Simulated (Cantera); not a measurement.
Feed: 1 mol (CH3)2SiCl2, 0.14 mol C2H2, 9.1 mol H2, held at 18.0 mbar.

These are equilibrium values from Cantera (NASA tables, ideal gas, pure condensed phases), not measurements of a reactor. Candidate condensed phases: C, C6H6, C7H8, C8H18, Si, SiC; 109 gas species. The feed counts by its element totals alone. The tables' values for SiCl3 are old estimates; treat these amounts as uncertain. Kinetics and transport are ignored.

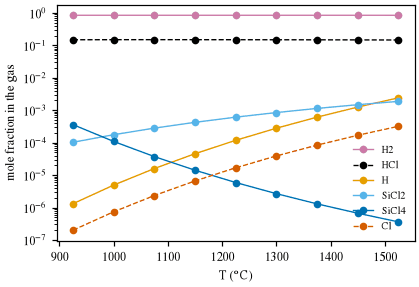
*Equilibrium gas composition (values under 1e-9 drawn at 1e-9)*

Q: Read off the mole fractions at 1450 °C.

A: H2 about 0.85, HCl about 0.15, SiCl2 about 0.0015, H about 0.0013, Cl about 0.00017, SiCl4 about 6.7e-7.
